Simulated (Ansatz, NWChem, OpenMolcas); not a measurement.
# How methods differ on C2H4F2 (1,1-difluoroethane)

C2H4F2 has 8 atoms, charge 0, and is taken as a singlet. SMILES: `CC(F)F`. The shape is that of a PBE0-D4/def2-TZVP optimisation.

```xyz
8

C     0.0033    0.7776    0.0233
C    -0.0520   -0.7182   -0.0082
F     0.9255   -1.2434    0.7791
F     0.1682   -1.1721   -1.2719
H     0.9814    1.1119   -0.3254
H    -0.1572    1.1328    1.0418
H    -0.7710    1.1906   -0.6240
H    -1.0061   -1.1364    0.3295
```

Quantity: the HOMO–LUMO gap, in eV. The values are calculated.

```
              level                    kind     program  value (eV)  CPU time
       HF/6-311+G**            Hartree–Fock      Ansatz       16.00     4.3 s
    SVWN5/6-311+G**                     LDA  OpenMolcas        7.95      38 s
   r2SCAN/6-311+G**                meta-GGA  OpenMolcas        9.03      64 s
   M06-2X/6-311+G**         hybrid meta-GGA  OpenMolcas       11.85      61 s
CAM-B3LYP/6-311+G**  range-separated hybrid      NWChem       12.20     2 min
    HSE06/6-311+G**  range-separated hybrid      Ansatz        9.45     9.5 s
  wB97M-V/6-311+G**  range-separated hybrid      Ansatz       13.30      74 s
   B2PLYP/6-311+G**           double hybrid      Ansatz       12.38      14 s
```

The values span 7.95 to 16.00 eV. Orbital gaps aren't excitation energies, and those of double hybrids come from the SCF part alone; they tend to grow with the share of exact exchange. Times are those of the runs behind each value, whatever else they computed, on shared processors of several kinds: orders of magnitude only.

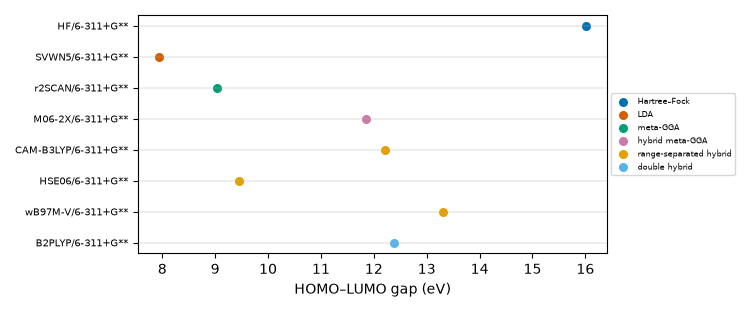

The values of the table, level by level.
